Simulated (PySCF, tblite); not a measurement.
# C7H5N: dynamics, then NMR shifts on frames, part 2 of 2

tblite 0.8.0 and PySCF 2.14.0. Atoms count from 0. Earlier steps stand in the parts before.

## (5) Shielding tensors: 625 fs, PBE0/pcSseg-1

The job: settings as JSON, then the geometry in Å.

```
{"job": {"kind": "nmr", "xc": "PBE0", "basis": "pcSseg-1", "pop": false}, "charge": 0, "multiplicity": 1}
C      2.142700     0.328000     0.326400
C      1.376100    -0.676900     0.758800
C     -0.018200    -0.583500     0.505700
C     -1.209000    -0.625000     0.408100
C     -2.533600    -0.690000     0.039300
C     -3.235200    -1.817700     0.312800
C     -3.194200     0.408800    -0.610700
N     -3.728500     1.272500    -1.132200
H      1.651100     1.163400    -0.183000
H      3.250500     0.184100     0.391000
H      1.684300    -1.616600     1.149200
H     -4.291400    -1.879700     0.061300
H     -2.790500    -2.735200     0.673000
```

Method: GIAO PBE0/pcSseg-1 NMR shielding, non-relativistic, gas phase.

The log of the run:

```text
coarse grid: 11768 points
cycle   1  E = -323.8233496795  dE =  1.296e+00  |g| = 4.869e-01  |ddm| = 3.695e+00
cycle   2  E = -323.6816171186  dE =  1.417e-01  |g| = 9.439e-01  |ddm| = 1.388e+00
cycle   3  E = -323.8754747454  dE = -1.939e-01  |g| = 1.718e-01  |ddm| = 9.388e-01
cycle   4  E = -323.8819526490  dE = -6.478e-03  |g| = 5.924e-02  |ddm| = 1.848e-01
cycle   5  E = -323.8825927706  dE = -6.401e-04  |g| = 3.177e-02  |ddm| = 7.186e-02
cycle   6  E = -323.8828410523  dE = -2.483e-04  |g| = 4.935e-03  |ddm| = 3.161e-02
cycle   7  E = -323.8828473298  dE = -6.277e-06  |g| = 1.122e-03  |ddm| = 8.605e-03
final grid: 116312 points
cycle   8  E = -323.9313427434  dE = -2.481e-05  |g| = 5.069e-03  |ddm| = 5.472e-02
cycle   9  E = -323.9313438688  dE = -1.125e-06  |g| = 4.740e-03  |ddm| = 1.085e-02
cycle  10  E = -323.9313494454  dE = -5.577e-06  |g| = 1.231e-03  |ddm| = 4.980e-03
cycle  11  E = -323.9313498045  dE = -3.590e-07  |g| = 2.835e-04  |ddm| = 1.062e-03
cycle  12  E = -323.9313498175  dE = -1.307e-08  |g| = 1.544e-04  |ddm| = 3.308e-04
cycle  13  E = -323.9313498230  dE = -5.464e-09  |g| = 4.362e-05  |ddm| = 1.471e-04
cycle  14  E = -323.9313498234  dE = -4.551e-10  |g| = 1.103e-05  |ddm| = 4.047e-05
converged SCF energy = -323.9313498234

GIAO shielding tensors (ppm)
atom      isotropic    diamagn.    paramagn.     s11        s22        s33       span
  0 C       42.129     255.992    -213.862    -89.386     57.416    158.358    247.745
  1 C       58.967     261.819    -202.852    -58.813     72.822    162.891    221.704
  2 C       78.973     260.935    -181.962      6.909     11.623    218.386    211.477
  3 C       97.608     258.357    -160.748     23.949     30.708    238.168    214.218
  4 C       72.797     259.381    -186.584    -39.699     99.288    158.803    198.502
  5 C       31.600     243.290    -211.689   -100.918     39.466    156.253    257.170
  6 C       67.420     259.581    -192.161    -48.792    -41.707    292.758    341.550
  7 N      -45.281     341.047    -386.328   -197.142   -185.532    246.832    443.974
  8 H       24.499      31.825      -7.326     20.276     24.056     29.164      8.888
  9 H       24.825      27.949      -3.124     21.407     24.362     28.707      7.299
 10 H       25.452      31.743      -6.290     23.498     24.840     28.019      4.521
 11 H       25.062      24.849       0.213     20.656     24.828     29.700      9.043
 12 H       24.840      28.829      -3.990     20.505     24.855     29.159      8.653
```

Wall time 30 s (1 thread of Arm Neoverse N1, shared host); peak memory 0.74 GiB.

This run: δ C5 155.3, C0 144.8, C1 128.0, C6 119.5, H8 7.22, H9 6.89 ppm.

## (6) Nuclear shieldings: 800 fs, PBE0/pcSseg-1

The job: settings as JSON, then the geometry in Å.

```
{"job": {"kind": "nmr", "xc": "PBE0", "basis": "pcSseg-1", "pop": false}, "charge": 0, "multiplicity": 1}
C      2.050200     0.033600     0.311100
C      1.145000    -0.753400     0.868800
C     -0.196400    -0.631500     0.363100
C     -1.366600    -0.669900     0.076200
C     -2.747200    -0.542400    -0.240100
C     -3.546700    -1.582200    -0.352100
C     -3.226600     0.783700    -0.631500
N     -3.765800     1.758300    -0.835500
H      1.865300     0.523900    -0.651200
H      3.099100     0.116400     0.617500
H      1.258200    -1.362900     1.780800
H     -4.550800    -1.547800    -0.673600
H     -3.159200    -2.545700    -0.043900
```

With the program's defaults for keys left out, this is: GIAO PBE0/pcSseg-1 NMR shielding, non-relativistic, gas phase.

The log of the run:

```text
coarse grid: 11768 points
cycle   1  E = -323.8196274282  dE =  1.270e+00  |g| = 5.016e-01  |ddm| = 3.714e+00
cycle   2  E = -323.6760571183  dE =  1.436e-01  |g| = 9.601e-01  |ddm| = 1.234e+00
cycle   3  E = -323.8744613381  dE = -1.984e-01  |g| = 1.688e-01  |ddm| = 8.512e-01
cycle   4  E = -323.8806419373  dE = -6.181e-03  |g| = 5.836e-02  |ddm| = 1.679e-01
cycle   5  E = -323.8812355185  dE = -5.936e-04  |g| = 3.215e-02  |ddm| = 6.251e-02
cycle   6  E = -323.8814892917  dE = -2.538e-04  |g| = 4.762e-03  |ddm| = 2.935e-02
cycle   7  E = -323.8814946969  dE = -5.405e-06  |g| = 1.355e-03  |ddm| = 6.275e-03
final grid: 116312 points
cycle   8  E = -323.9305561845  dE = -2.462e-05  |g| = 5.588e-03  |ddm| = 6.759e-02
cycle   9  E = -323.9305538676  dE =  2.317e-06  |g| = 6.400e-03  |ddm| = 9.969e-03
cycle  10  E = -323.9305635303  dE = -9.663e-06  |g| = 1.794e-03  |ddm| = 5.706e-03
cycle  11  E = -323.9305643728  dE = -8.425e-07  |g| = 3.379e-04  |ddm| = 1.747e-03
cycle  12  E = -323.9305643932  dE = -2.048e-08  |g| = 1.779e-04  |ddm| = 4.060e-04
cycle  13  E = -323.9305644006  dE = -7.389e-09  |g| = 4.535e-05  |ddm| = 1.572e-04
cycle  14  E = -323.9305644010  dE = -3.737e-10  |g| = 2.063e-05  |ddm| = 4.661e-05
converged SCF energy = -323.9305644010

GIAO shielding tensors (ppm)
atom      isotropic    diamagn.    paramagn.     s11        s22        s33       span
  0 C       46.960     254.804    -207.844    -69.771     47.192    163.460    233.231
  1 C       62.849     260.409    -197.560    -48.030     77.654    158.924    206.954
  2 C       83.797     260.023    -176.226      6.760     12.439    232.191    225.431
  3 C       96.528     256.401    -159.873     18.919     31.874    238.791    219.872
  4 C       75.517     260.253    -184.736    -28.226    101.813    152.963    181.189
  5 C       42.519     245.416    -202.897    -83.608     49.982    161.182    244.790
  6 C       67.980     257.177    -189.198    -48.230    -40.398    292.566    340.796
  7 N      -39.206     340.294    -379.499   -191.765   -184.992    259.140    450.905
  8 H       25.141      31.986      -6.845     21.934     24.339     29.150      7.217
  9 H       25.574      28.722      -3.148     23.327     25.132     28.263      4.937
 10 H       24.858      29.977      -5.119     22.551     25.338     26.686      4.135
 11 H       25.561      26.260      -0.699     21.449     25.609     29.625      8.176
 12 H       25.408      29.159      -3.751     21.545     24.698     29.980      8.436
```

It took 30 s on 1 thread of Arm Neoverse N1, shared host; peak memory 0.74 GiB.

This run: δ C5 144.4, C0 140.0, C1 124.1, C6 118.9, H10 6.86, H8 6.58 ppm.

## (7) Shielding tensors: 1000 fs, PBE0/pcSseg-1

The job: settings as JSON, then the geometry in Å.

```
{"job": {"kind": "nmr", "xc": "PBE0", "basis": "pcSseg-1", "pop": false}, "charge": 0, "multiplicity": 1}
C      1.679600    -0.118600     0.357000
C      0.995200    -1.152200     0.866800
C     -0.378100    -1.159400     0.529200
C     -1.514600    -1.040400     0.158700
C     -2.884400    -0.777800    -0.180900
C     -3.897000    -1.678500    -0.276100
C     -3.229800     0.534300    -0.112200
N     -3.492800     1.644600    -0.246400
H      1.266600     0.600500    -0.312600
H      2.782300    -0.142800     0.521500
H      1.328700    -1.838800     1.523200
H     -4.956800    -1.248300    -0.360500
H     -3.708400    -2.742400    -0.351600
```

Method: GIAO PBE0/pcSseg-1 NMR shielding, non-relativistic, gas phase.

The log of the run:

```text
coarse grid: 11768 points
cycle   1  E = -323.8148082232  dE =  1.326e+00  |g| = 4.606e-01  |ddm| = 3.797e+00
cycle   2  E = -323.6729476838  dE =  1.419e-01  |g| = 9.160e-01  |ddm| = 1.317e+00
cycle   3  E = -323.8633869345  dE = -1.904e-01  |g| = 1.647e-01  |ddm| = 8.815e-01
cycle   4  E = -323.8695460274  dE = -6.159e-03  |g| = 5.069e-02  |ddm| = 1.772e-01
cycle   5  E = -323.8699608346  dE = -4.148e-04  |g| = 3.074e-02  |ddm| = 5.619e-02
cycle   6  E = -323.8701843988  dE = -2.236e-04  |g| = 4.923e-03  |ddm| = 2.694e-02
cycle   7  E = -323.8701905321  dE = -6.133e-06  |g| = 1.167e-03  |ddm| = 6.591e-03
final grid: 116312 points
cycle   8  E = -323.9187125671  dE = -2.510e-05  |g| = 4.982e-03  |ddm| = 6.166e-02
cycle   9  E = -323.9187135200  dE = -9.529e-07  |g| = 4.743e-03  |ddm| = 1.089e-02
cycle  10  E = -323.9187185971  dE = -5.077e-06  |g| = 1.662e-03  |ddm| = 4.813e-03
cycle  11  E = -323.9187192577  dE = -6.606e-07  |g| = 2.792e-04  |ddm| = 1.349e-03
cycle  12  E = -323.9187192708  dE = -1.305e-08  |g| = 1.511e-04  |ddm| = 3.425e-04
cycle  13  E = -323.9187192760  dE = -5.196e-09  |g| = 4.568e-05  |ddm| = 1.511e-04
cycle  14  E = -323.9187192764  dE = -4.399e-10  |g| = 1.425e-05  |ddm| = 4.353e-05
converged SCF energy = -323.9187192764

GIAO shielding tensors (ppm)
atom      isotropic    diamagn.    paramagn.     s11        s22        s33       span
  0 C       37.220     257.124    -219.904    -96.607     47.928    160.339    256.946
  1 C       62.565     268.366    -205.801    -54.792     73.181    169.306    224.098
  2 C       81.454     260.913    -179.459      4.868     11.352    228.142    223.274
  3 C       95.016     255.121    -160.105     24.841     32.965    227.242    202.402
  4 C       73.863     259.883    -186.020    -38.011     96.605    162.994    201.005
  5 C       30.598     246.375    -215.777   -104.167     44.785    151.175    255.342
  6 C       63.606     262.294    -198.688    -60.052    -46.677    297.548    357.600
  7 N      -56.517     341.635    -398.152   -196.087   -185.146    211.681    407.768
  8 H       24.743      33.745      -9.002     19.996     24.952     29.280      9.285
  9 H       24.975      29.204      -4.230     21.508     24.426     28.990      7.482
 10 H       26.599      33.060      -6.461     25.282     25.556     28.960      3.678
 11 H       23.801      23.164       0.638     19.768     23.191     28.445      8.676
 12 H       24.826      28.616      -3.790     20.262     24.883     29.333      9.072
```

It took 30 s on 1 thread of Arm Neoverse N1, shared host; peak memory 0.75 GiB.

This run: δ C5 156.3, C0 149.7, C1 124.4, C6 123.3, H11 7.92, H8 6.97 ppm.

## (8) Comparing the runs: NMR shifts

Shifts (ppm) of some atoms, chosen among heavy atoms and hydrogens apart, with basis size and wall time:

```csv
frame,C5,C0,C4,C2,H8,H10,N7,functions,time
250 fs,155.5,143.7,116.2,114.8,6.97,6.07,307.8,161,30 s
425 fs,147.5,140.0,108.0,98.0,5.05,6.91,311.6,161,30 s
625 fs,155.3,144.8,114.1,108.0,7.22,6.26,313.0,161,30 s
800 fs,144.4,140.0,111.4,103.1,6.58,6.86,306.9,161,30 s
1000 fs,156.3,149.7,113.1,105.5,6.97,5.12,324.2,161,30 s
```

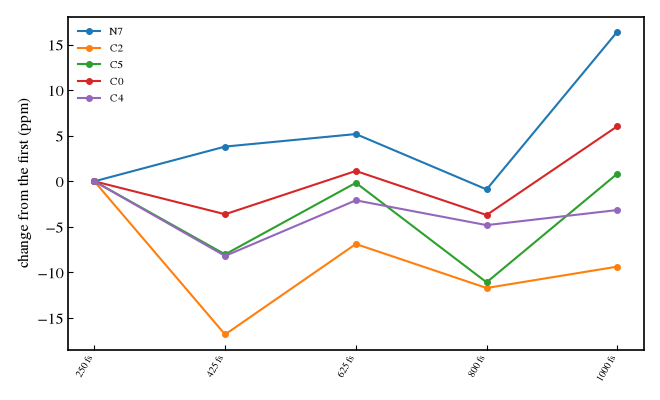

How five of the tabulated atoms move from run to run.

## (9) What came out

This closing draws on all 2 parts.

| quantity | value |
| --- | --- |
| thermostat | 300 K |
| mean temperature, second half | 277 K |
| mean potential energy above the minimum | 0.41 eV |
| ¹³C shifts against TMS (PBE0/pcSseg-1, 250 fs) | 155.5, 143.7, 129.0, 121.8, 116.2, 114.8, 89.9 ppm |
| ¹H shifts against TMS (PBE0/pcSseg-1, 250 fs) | 7.69, 7.63, 6.97, 6.41, 6.07 ppm |
| ¹⁵N shifts against NH3 (PBE0/pcSseg-1, 250 fs) | 307.8 ppm |
| range of the shift of N7 | 306.9 to 324.2 ppm |

What this shows: In the second half the potential energy averages 0.41 eV above the minimum; equipartition over 33 harmonic modes at 300 K would give 0.43 eV. With 13 atoms the temperature swings widely (123 to 455 K). Shifts at one fixed geometry are not the observed spectrum, which averages over the motion. In the first frame run (250 fs): Shielding is most anisotropic at N7 (span 422 ppm, paramagnetic term -381 ppm). Across the 5 runs the shift of N7 moves most, between 306.9 (800 fs) and 324.2 ppm (1000 fs).
